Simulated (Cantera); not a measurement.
A closed system holds: 1 mol C₆H₆, 4.9 mol H₂, equilibrated at 2423.15 K.

Cantera equilibrium calculation (NASA polynomials, part measured and part estimated; ideal gas, pure solids and liquids). Candidate condensed phases: C, C₆H₆, C₇H₈, C₈H₁₈; 76 gas species. The ideal-gas law is rough above about 30 bar. The numbers say what is thermodynamically allowed, not how fast it happens.

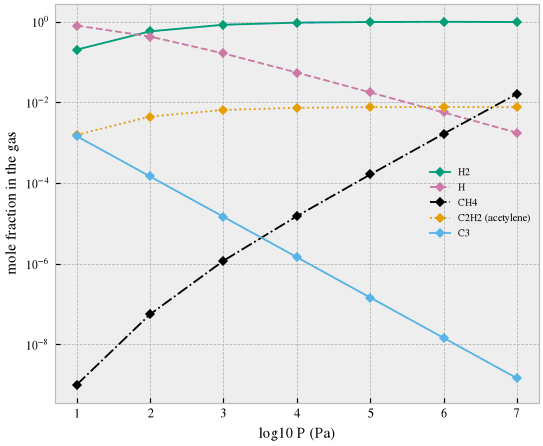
Equilibrium gas composition (values under 1e-9 drawn at 1e-9)

Q: Read off the mole fractions at 0.0100 bar.

A: H₂ about 0.83, H about 0.16, C₂H₂ (acetylene) about 0.0064, C₃ about 1.4e-5, CH₄ about 1.2e-6.
